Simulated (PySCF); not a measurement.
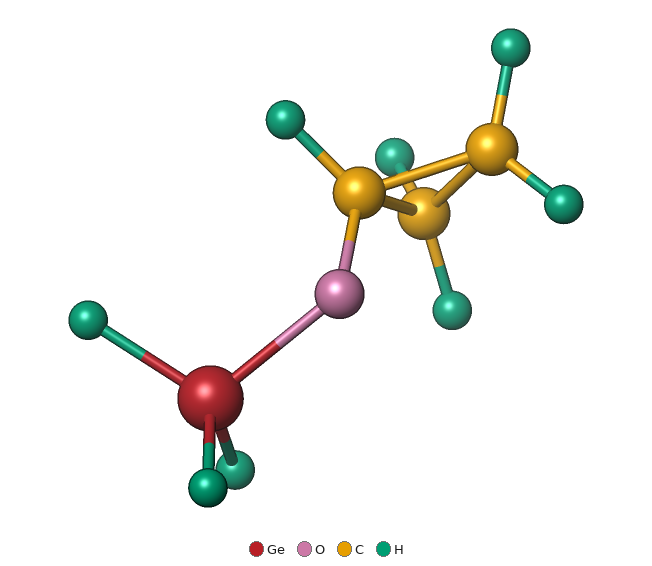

The geometry was computed by an optimisation with PBE0-D3(BJ)/def2-SVP. No frequency run is at hand to confirm it as a minimum. Method: CAM-B3LYP/def2-SVPD, gas phase (PySCF 2.14.0). Excitations: vertical, linear response.

What does the calculation give?

The species is C3H8GeO (`[GeH3][O]C1CC1`).
- dipole moment: 1.25 D
- HOMO energy (Kohn–Sham orbital): −8.75 eV
- LUMO energy (Kohn–Sham orbital): 0.93 eV
- HOMO–LUMO gap: 9.68 eV
- mean static polarisability: 68.9 bohr³
- lowest vertical singlet excitation: 6.61 eV
- its oscillator strength: 0.007
- brightest of the 10 lowest singlets: 7.24 eV
- its oscillator strength: 0.06
